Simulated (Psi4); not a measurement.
# HCl (hydrogen chloride) at HF/def2-TZVPPD

What is the vertical electron affinity of HCl (hydrogen chloride) at HF/def2-TZVPPD? 

The calculation is run with Psi4 1.11.

1 further run of the same task is left out (it didn't finish).

## 1. The molecule

HCl has 2 atoms, charge 0, and is taken as a singlet. SMILES: `Cl`. The coordinates come from a PBE0-D4/def2-TZVP relaxation.

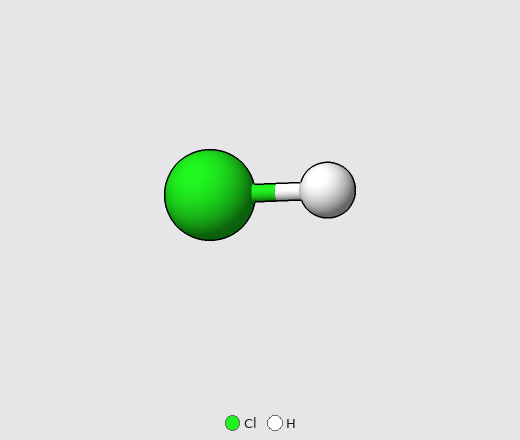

Viewed from a chosen angle; chlorine green, hydrogen white.

## 2. Energy and forces at HF/def2-TZVPPD

Input file input.dat:

```
memory 1.6 GB

molecule geom {
  Cl     0.546000    -0.178500     0.280800
  H     -0.546000     0.178500    -0.280800
  symmetry c1
}

set {
  basis         def2-TZVPPD
  puream        true
  e_convergence 1e-09
  d_convergence 1e-08
  scf_type      pk
}

e_tot, wfn = gradient("scf", return_wfn=True)
```

The run is started by

```sh
$ psi4 -n 1 input.dat output.dat
```

output.dat:

```text
[...]
  Running in c1 symmetry.
[...]
  Nuclear repulsion =    7.034776949773979
[...]
  Multiplicity = 1
[...]
  Nalpha       = 9
  Nbeta        = 9
[...]
    Number of basis functions: 68
[...]
   @RHF iter   1:  -460.07835502297621   -1.63805e-01   3.02911e-03 ADIIS/DIIS
[...]
   @RHF iter  10:  -460.09991973279529   -3.41061e-13   1.76020e-09 DIIS
[...]
    Orbital Energies [Eh]
    ---------------------
    Doubly Occupied:
       1A   -104.847787     2A    -10.575716     3A     -8.042931
       4A     -8.041106     5A     -8.041106     6A     -1.116632
       7A     -0.625410     8A     -0.476978     9A     -0.476978
[...]
  @RHF Final Energy:  -460.09991973279529
   => Energetics <=
    Nuclear Repulsion Energy =              7.0347769497739794
    One-Electron Energy =                -649.7801033856691220
    Two-Electron Energy =                 182.6454067030997805
    Total Energy =                       -460.0999197327953425
[...]
 Multipole Moments:
 ------------------------------------------------------------------------------------
     Multipole            Electronic (a.u.)      Nuclear  (a.u.)        Total (a.u.)
 ------------------------------------------------------------------------------------
 L = 1.  Multiply by 2.5417464519 to convert [e a0] to [Debye]
 Dipole X            :          0.0000000            0.0000000            0.0000000
 Dipole Y            :          0.0000000           -0.0000000            0.0000000
 Dipole Z            :          0.7311526           -1.1980385           -0.4668859
 Magnitude           :                                                    0.4668859
[...]
  -Total Gradient:
     Atom            X                  Y                   Z
    ------   -----------------  -----------------  -----------------
       1       -0.000000000009    -0.000000000010     0.009328722776
       2        0.000000000009     0.000000000010    -0.009328722776
[...]
```

It took 3.3 s on 1 thread of Intel Xeon Platinum 8259CL at 2.50GHz (Skylake/Cascade Lake), shared host; peak memory 0.24 GiB.

## 3. The doublet anion, same level

Input file input.dat:

```
memory 1600 mb

molecule {
  -1 2
  Cl     0.546000    -0.178500     0.280800
  H     -0.546000     0.178500    -0.280800
  symmetry c1
  no_reorient
  no_com
}

set reference uhf
set puream true
set e_convergence 1e-09
set d_convergence 1e-08
set scf_type pk
set maxiter 100

e_tot = gradient('scf/def2-TZVPPD')
```

The run is started by

```sh
$ psi4 -n 1 input.dat output.dat
```

output.dat:

```text
[...]
  Running in c1 symmetry.
[...]
  Nuclear repulsion =    7.034776949773978
[...]
  Multiplicity = 2
[...]
  Nalpha       = 10
  Nbeta        = 9
[...]
    Number of basis functions: 68
[...]
   @UHF iter   1:  -459.99073317848945   -7.61836e-02   3.50658e-03 DIIS/ADIIS
[...]
   @UHF iter  14:  -460.03470201771893   -6.65068e-12   9.02722e-09 DIIS
[...]
   @S^2 Observed:                7.508278879E-01
[...]
    Orbital Energies [Eh]
    ---------------------
    Alpha Occupied:
       1A   -104.646713     2A    -10.377077     3A     -7.844811
       4A     -7.841741     5A     -7.841741     6A     -0.927180
       7A     -0.433120     8A     -0.286887     9A     -0.286887
      10A      0.059823
    Alpha Virtual:
      11A      0.222506    12A      0.222506    13A      0.224968
      14A      0.349432    15A      0.412238    16A      0.412238
      17A      0.446802    18A      0.446802    19A      0.477843
      20A      0.515138    21A      0.526536    22A      0.526536
      23A      0.728110    24A      0.827797    25A      0.827797
[...]
  @UHF Final Energy:  -460.03470201771893
   => Energetics <=
    Nuclear Repulsion Energy =              7.0347769497739776
    One-Electron Energy =                -653.2588820927237521
    Two-Electron Energy =                 186.1894031252307968
    Total Energy =                       -460.0347020177189279
  UHF NO Occupations:
  HONO-2 :    8  A 1.9999341
  HONO-1 :    9  A 1.9997540
[...]
 Multipole Moments:
 ------------------------------------------------------------------------------------
     Multipole            Electronic (a.u.)      Nuclear  (a.u.)        Total (a.u.)
 ------------------------------------------------------------------------------------
 L = 1.  Multiply by 2.5417464519 to convert [e a0] to [Debye]
 Dipole X            :        -15.2924337           16.5086474            1.2162137
 Dipole Y            :          4.9994495           -5.3970578           -0.3976083
 Dipole Z            :         -7.8646802            8.4901615            0.6254813
 Magnitude           :                                                    1.4242524
[...]
  -Total Gradient:
     Atom            X                  Y                   Z
    ------   -----------------  -----------------  -----------------
       1       -0.016059994373     0.005250382758    -0.008259425621
       2        0.016059994370    -0.005250382757     0.008259425619
[...]
```

Run time: 3.9 s. Hardware: 1 thread of Intel Xeon Platinum 8259CL at 2.50GHz (Skylake/Cascade Lake), shared host; peak memory 0.24 GiB.

## 4. Outcome

Level: HF/def2-TZVPPD.

```
                                         quantity          value
                        singlet HCl: total energy  -460.09992 Eh
                       singlet HCl: dipole moment         1.19 D
                         singlet HCl: HOMO energy      -12.98 eV
                         singlet HCl: LUMO energy        1.90 eV
                       singlet HCl: HOMO–LUMO gap       14.88 eV
            singlet HCl: largest force on an atom     0.480 eV/Å
                      doublet anion: total energy  -460.03470 Eh
doublet anion: HOMO energy (highest over α and β)        1.63 eV
 doublet anion: LUMO energy (lowest over α and β)        6.05 eV
                              doublet anion: ⟨S²⟩          0.751
          doublet anion: largest force on an atom     0.967 eV/Å
vertical electron affinity (to the doublet anion)      -1.775 eV
```

What this shows: The anion lies 1.77 eV (41 kcal/mol) above the neutral: the electron isn't bound at this level, and such a value depends on the basis. Hartree–Fock misses the correlation that binds many anions. The largest force (singlet HCl) is 0.48 eV/Å: the shape isn't a stationary point for this species at this level. The HOMO (doublet anion) lies at positive energy, 1.63 eV: the electron is unbound at this level or held by a compact basis; values depend on the basis.
